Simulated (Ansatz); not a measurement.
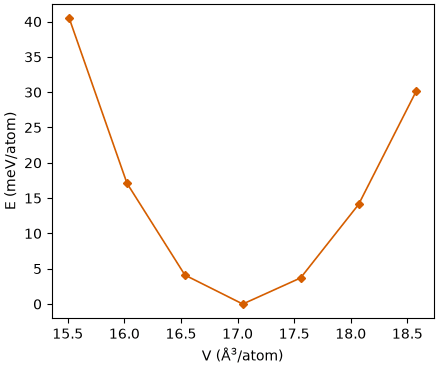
*BeSe in space group P6_3mc (No. 186; Be on 2a, Be on 2b, Se on 2a, Se on 2b) under volume change, HSE06 in the plane-wave PAW code Ansatz, shape and atoms relaxed at each volume.*

Problem. What does a third-order Birch–Murnaghan fit give for V₀, B₀ and B′?

Solution. V₀ = 17.05 Å³/atom, B₀ = 80.7 GPa, B′ = 3.8.

The cell is a constructed one: a structure type filled with these elements; neither database checked (COD, Materials Project) lists it. COD files the formula under space group No. 216. Its standing as an ambient phase is unchecked. The HSE06 relaxation kept the symmetry of its start; whether a distortion lowers the energy is not shown.

Potentials: the later of the program's two PAW sets.
